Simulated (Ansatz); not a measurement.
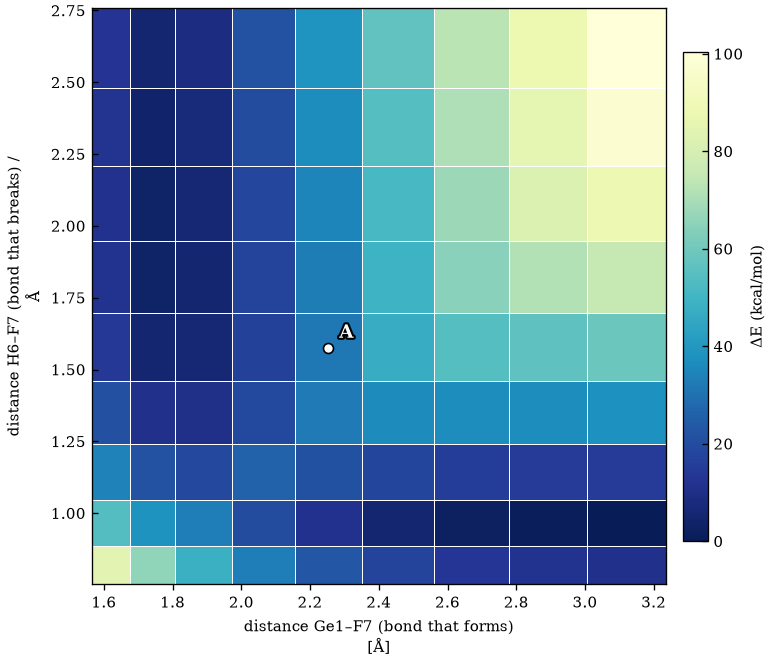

The reacting system BrFGeH₄ (fragments BrGeH₃ + FH where the first distance is long, FGeH₃ + BrH where the second is long). 
- Coordinates scanned: (1) distance Ge1–F7 (bond that forms); (2) distance H6–F7 (bond that breaks).
- Relaxed at each point: all other coordinates.
- The scan uses a 9 × 9 grid.
- Points are written as (first, second).
- Energies: kcal/mol, counted from the lowest grid point.
- Energies and slopes of some neighbouring points disagree (a jump in structure or state, or too coarse a mesh). The reference is spin-restricted, so regions where a bond is pulled apart into radicals lie too high.
- Level of theory: RKS B3LYP-D4/def2-SVP in Ansatz 0.2.0.

In the figure: one coloured cell a grid point, the point A.

Which way does the force act at A, and how strong is it?

A, at (2.251 Å, 1.576 Å), is not a stationary point. The computed force is 79 kcal/mol for each Å towards smaller values of the first coordinate and 1.7 kcal/mol for each Å towards smaller values of the second coordinate.
